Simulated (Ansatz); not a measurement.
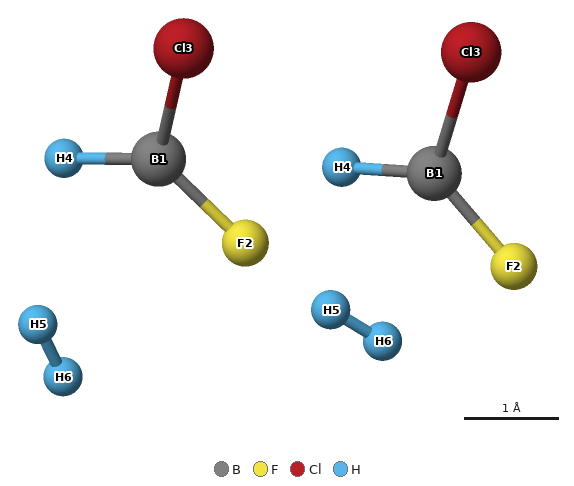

Two geometries of BH$_{3}$ClF, drawn at one scale. One is the start of a relaxation, the other its converged end. Style: ball-and-stick. Shown from a free direction.

Method: RKS PBE0-D4/def2-SVP (Ansatz 0.2.0). (no spin polarisation; force threshold 0.03 eV/Å; at most 50 steps)

### Which one is relaxed?

The left one is the relaxed one. The run prepares an end point of a later path (reaction) calculation, from a guessed geometry. Over 11 accepted moves (17 points after the start) the energy falls by 0.156 eV. Largest force component: 1.4 eV/Å at the start, 0.0093 eV/Å at the end. The line search rejected the trial steps at points 3, 7, 10, 12, 14, 16 of the run. The forces were under the threshold at step 11, but the run went on from there. The atom that moves furthest after the best rigid fit is H6 (0.57 Å). By element the largest moves are H 0.57 Å, F 0.41 Å, B 0.26 Å, Cl 0.05 Å. Near-neighbour distances that change, for instance: H5–H6 0.717 → 0.761 Å, B1–Cl3 1.754 → 1.746 Å, B1–F2 1.317 → 1.312 Å.
